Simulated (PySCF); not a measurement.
# Geometry relaxation of O3

The run: geometry relaxation of O3 (ozone), SMILES O=[O+][O-]. Method and program: PBE0-D3(BJ)/def2-SVP geometry optimisation, gas phase (PySCF 2.14.0).

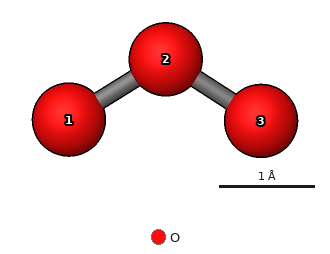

*The structure as given in the input (ball-and-stick view, seen on its broad side; atoms are numbered from 1 in the order of the input).*

Bond lengths as drawn: O–O 1.19 to 1.21 Å.

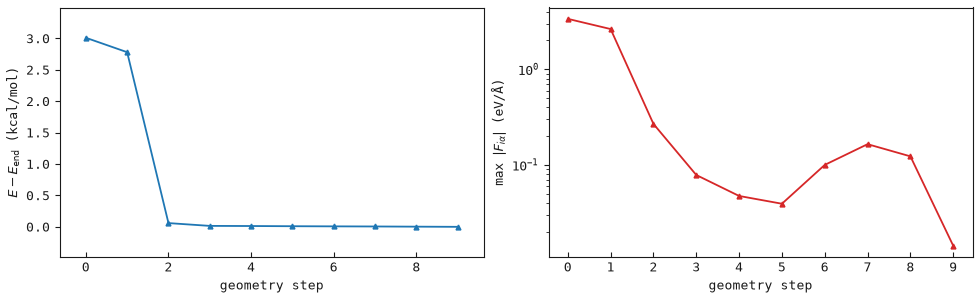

*Progress of the relaxation, step by step (steps are counted from 0).*

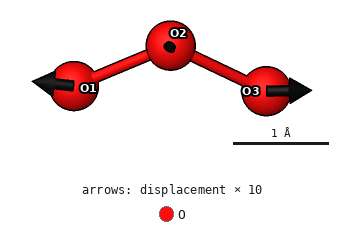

*The starting structure with the displacements as black arrows, magnified 10 times (ball-and-stick view, seen at a tilt). The two geometries are laid on each other by the best rigid fit.*

The largest move after the best rigid fit is that of O3, 0.049 Å. Among the contacts that change: O2–O3 1.195 → 1.234 Å, O1–O2 1.206 → 1.234 Å. Among the angles that change: O1–O2–O3 115.2° → 118.5°. The energy falls by 3.01 kcal/mol in 9 geometry steps. The largest force component goes from 3.4 to 0.014 eV/Å. (Atoms are counted from 1 in the order of the input.)

The input that produced these results follows, with the program's output.

## Input file
```
{"job": {"xc": "PBE0", "basis": "def2-SVP", "d3": "d3bj", "grid": 1, "shake": 0.03, "kind": "geom"}, "charge": 0, "multiplicity": 1}
O     -0.997550    -0.312760     0.007600
O     -0.020820     0.394150    -0.028680
O      1.024930    -0.183670    -0.023920
```

The first line tells a small driver script what to run in PySCF; the rest is the geometry in Å.

Command:
```bash
OMP_NUM_THREADS=1 python <driver script> task.json out
```

## Log
```
step   0  E = -224.99415755  max force = 0.065505
step   1  E = -224.99452390  max force = 0.051237
step   2  E = -224.99886187  max force = 0.005221
step   3  E = -224.99893274  max force = 0.001526
step   4  E = -224.99893611  max force = 0.000923
step   5  E = -224.99894112  max force = 0.000763
step   6  E = -224.99894472  max force = 0.001946
step   7  E = -224.99894769  max force = 0.003206
step   8  E = -224.99895233  max force = 0.002391
step   9  E = -224.99895666  max force = 0.000279
optimisation converged
```

## Trajectory as extended XYZ (Å, eV, eV/Å), 10 frames, from step=0 to step=9
```
3
Properties=species:S:1:pos:R:3:forces:R:3 step=0 energy=-6122.40287
O    -0.9976   -0.3128    0.0076   -2.6972  -0.6337   0.0606
O    -0.0208    0.3942   -0.0287   -0.6712   1.2516  -0.0353
O     1.0249   -0.1837   -0.0239    3.3684  -0.6179  -0.0252
3
Properties=species:S:1:pos:R:3:forces:R:3 step=1 energy=-6122.41284
O    -1.0793   -0.2923    0.0092    0.7322  -1.2183   0.0356
O    -0.0204    0.3366   -0.0270   -0.4136   2.6347  -0.0869
O     1.1063   -0.1465   -0.0271   -0.3186  -1.4164   0.0513
3
Properties=species:S:1:pos:R:3:forces:R:3 step=2 energy=-6122.53088
O    -1.0476   -0.3122    0.0107    0.2063  -0.0868   0.0054
O    -0.0242    0.3797   -0.0286   -0.1674   0.2685  -0.0116
O     1.0783   -0.1698   -0.0271   -0.0389  -0.1817   0.0061
3
Properties=species:S:1:pos:R:3:forces:R:3 step=3 energy=-6122.53281
O    -1.0408   -0.3177    0.0130    0.0147   0.0318   0.0039
O    -0.0266    0.3856   -0.0292   -0.0785  -0.0297  -0.0021
O     1.0739   -0.1701   -0.0289    0.0638  -0.0020  -0.0018
3
Properties=species:S:1:pos:R:3:forces:R:3 step=4 energy=-6122.53291
O    -1.0403   -0.3203    0.0150    0.0199   0.0137   0.0045
O    -0.0280    0.3850   -0.0294   -0.0474  -0.0102  -0.0032
O     1.0749   -0.1670   -0.0305    0.0276  -0.0035  -0.0013
3
Properties=species:S:1:pos:R:3:forces:R:3 step=5 energy=-6122.53304
O    -1.0373   -0.3308    0.0223    0.0027  -0.0220   0.0061
O    -0.0333    0.3841   -0.0304    0.0365   0.0139  -0.0058
O     1.0772   -0.1555   -0.0369   -0.0393   0.0080  -0.0003
3
Properties=species:S:1:pos:R:3:forces:R:3 step=6 energy=-6122.53314
O    -1.0323   -0.3457    0.0325   -0.0205  -0.0472   0.0070
O    -0.0402    0.3832   -0.0317    0.1001   0.0284  -0.0081
O     1.0791   -0.1398   -0.0458   -0.0796   0.0189   0.0012
3
Properties=species:S:1:pos:R:3:forces:R:3 step=7 energy=-6122.53322
O    -1.0205   -0.3777    0.0536   -0.0520  -0.0722   0.0065
O    -0.0543    0.3814   -0.0341    0.1649   0.0441  -0.0123
O     1.0814   -0.1060   -0.0644   -0.1129   0.0281   0.0058
3
Properties=species:S:1:pos:R:3:forces:R:3 step=8 energy=-6122.53335
O    -1.0163   -0.3887    0.0591   -0.0446  -0.0536   0.0035
O    -0.0585    0.3810   -0.0349    0.1230   0.0310  -0.0090
O     1.0814   -0.0946   -0.0691   -0.0784   0.0226   0.0055
3
Properties=species:S:1:pos:R:3:forces:R:3 step=9 energy=-6122.53346
O    -1.0119   -0.4013    0.0605   -0.0035   0.0027  -0.0038
O    -0.0623    0.3809   -0.0357   -0.0108  -0.0055   0.0016
O     1.0807   -0.0819   -0.0699    0.0143   0.0028   0.0022
```

## Summary

| quantity | value |
| --- | --- |
| outcome | converged |
| total energy | −224.998957 hartree |
| dipole moment | 0.65 D |
| point group | C2v |
| hardware | 1 CPU thread, shared host |
| wall time | 3.4 s |
| peak memory | 0.23 GiB |
